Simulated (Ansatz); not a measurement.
The cell whose phonons are given is a generated cell of SrTiO3: the first start was made by placing the elements on the sites of a structure type, and the end was not matched to a known phase here, so it may be hypothetical. Known forms of SrTiO3 include space group No. 221.

Phonons of a relaxed structure of SrTiO3 by density-functional perturbation theory (low response-accuracy setting, no LO–TO term) at the zone centre. Level of theory: PBE (plane waves to 420 eV, PAW, scalar-relativistic; Ansatz, a first-principles code). Γ-centred k-mesh 6×6×6, Fermi–Dirac smearing 0.05 eV.

Space group R-3c, hexagonal axes (No. 167); a = b = 5.5678 Å, c = 13.6118 Å, α = β = 90.00°, γ = 120.00°

```tsv
atom	site	symmetry	x	y	z
Sr	6a	32	0.0000	0.0000	0.2500
Ti	6b	-3.	0.0000	0.0000	0.0000
O	18e	.2	0.5242	0.5242	0.2500
```
(The calculation used a cell of 10 atoms; values per cell refer to that cell.)

Space group R-3c (No. 167), AFLOW prototype ABC3_hR10_167_a_b_e (as in LiNbO3).

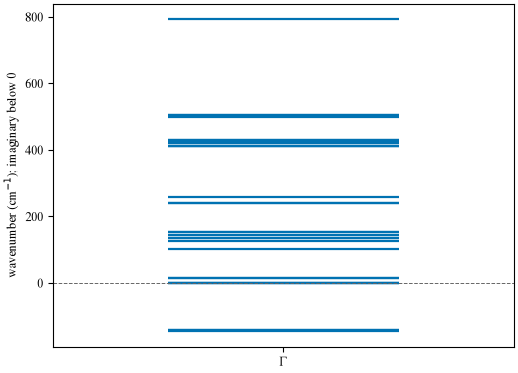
*Phonon wavenumbers at the sampled wavevectors*

Question: Is the structure stable at these points, and where is the highest mode?

Answer: No: levels below zero, imaginary modes, appear at Γ, down to about 140i cm⁻¹. The highest mode lies near 790 cm⁻¹.

| q | wavenumbers (cm⁻¹; i marks imaginary) |
|---|---|
| Γ | 145i, 140i (×2), 0 (×3), 14 (×2), 103, 126, 134 (×2), 145, 152 (×2), 240 (×2), 258, 410, 412 (×2), 422, 426 (×2), 429 (×2), 499, 506 (×2), 792 |

Question: The atoms are displaced along the most unstable mode at Γ (largest move 0.15 Å) and cell and atoms are relaxed. What results?

Answer: The pattern moves Sr by 0.14, Ti by 0.74, O by 1.00 (largest amplitude of each element, relative to the largest of all) and lowers the symmetry to R3c (No. 161) in a cell of 10 atoms. On relaxation it does not go back: it reaches R3c (No. 161), 2 meV/atom below the parent; volume +1.0 %; gap 1.95 → 2.35 eV (no spin-orbit coupling). The new group is polar.

```cif
data_O18Sr6Ti6
_chemical_formula_sum 'Sr6 Ti6 O18'
_space_group_name_H-M_alt 'R3c :H'
_space_group_IT_number 161
_space_group_name_Hall 'R 3 -2"c'
_cell_length_a 5.57851
_cell_length_b 5.57851
_cell_length_c 13.69129
_cell_angle_alpha 90.000
_cell_angle_beta 90.000
_cell_angle_gamma 120.000
loop_
_atom_site_label
_atom_site_type_symbol
_atom_site_symmetry_multiplicity
_atom_site_Wyckoff_symbol
_atom_site_fract_x
_atom_site_fract_y
_atom_site_fract_z
_atom_site_occupancy
Sr1 Sr 6 a 0.00000 0.00000 0.24917 1
Ti1 Ti 6 a 0.00000 0.00000 0.49748 1
O1 O 18 b 0.14056 0.33407 0.09219 1
```
(The calculation used a cell of 10 atoms; values per cell refer to that cell.)

No spin polarisation in the result.
